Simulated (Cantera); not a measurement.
Input: 1 mol CF₄, a varied amount of H₂, held at 1950 °C and 19.0 Pa.

Method: chemical equilibrium by Gibbs-energy minimisation in Cantera with the NASA 1993 tables (ideal gas, pure condensed phases). Candidate condensed phases: C, C₆H₆, C₇H₈, C₈H₁₈; 95 gas species. Equilibrium is a limit: real reactors are often held back by kinetics, nucleation or transport.

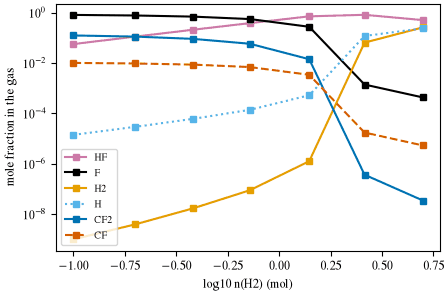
Fig. 1. Equilibrium gas composition (values under 1e-9 drawn at 1e-9)

**Question.** Read off the mole fractions at 0.1 mol H₂.

**Answer.** F about 0.81, CF₂ about 0.12, HF about 0.056, CF about 0.010, H about 1.4e-5.
